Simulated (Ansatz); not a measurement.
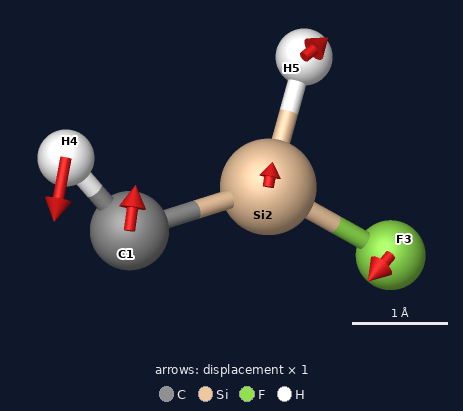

A relaxation of CH2FSi (multiplicity 2). The starting structure is drawn; red arrows show the displacements, at their true length. The two geometries are superimposed by the best rigid fit.

Style: ball-and-stick. Shown at a tilt.

The run prepares an end point of a later path (torsion) calculation, from a guessed geometry.

Theory: UKS LDA/6-31G (Ansatz).

Input file:
```yaml
crystal:
  periodic: [false, false, false]
  atoms:
    - { symbol: C, position_ang: [-0.89068, -1.01575, -0.17074] }
    - { symbol: Si, position_ang: [0.3977, 0.1491, 0.11633] }
    - { symbol: F, position_ang: [1.92978, 0.16576, 0.67435] }
    - { symbol: H, position_ang: [-1.86662, -0.68033, -0.52467] }
    - { symbol: H, position_ang: [0.26908, 1.56679, -0.12687] }
magnetization:
  spin_polarized: true
  initial_magnetization: 1
basis:
  gaussian: { orbitals: "6-31G" }
hamiltonian:
  xc: lda
relax:
  f_tol: 0.015
  max_steps: 40
```

Run as
```bash
ansatz run input.yaml --threads 1 --pin off --max-ram 2048MiB --backend cpu --events-out ev --progress --plain --runs-dir out
```

> Atoms of which element are displaced furthest, and by how much?

Hydrogen: up to 0.69 Å, against 0.49 Å for carbon.

> Describe the change and its energy.

The energy falls by 0.608 eV in 7 geometry steps. The largest force component goes from 2.4 to 0.0057 eV/Å. H4 moves most after the best rigid fit: 0.69 Å. By element the largest moves are H 0.69 Å, C 0.49 Å, F 0.40 Å, Si 0.27 Å. Some distances before and after: C1–Si2 1.760 → 1.689 Å, Si2–F3 1.631 → 1.694 Å, Si2–H5 1.444 → 1.497 Å, C1–H4 1.091 → 1.085 Å. Bond angles that change, for instance: Si2–C1–H4 120.3° → 166.8°, C1–Si2–F3 138.6° → 123.5°, F3–Si2–H5 97.5° → 109.4°. Cost: 18 s on 1 thread of Intel(R) Xeon(R) Processor @ 2.50GHz (Skylake/Cascade Lake) (shared host), peak memory 0.13 GiB.

Limits of the set-up: the basis has no polarisation functions, which atoms past neon need.
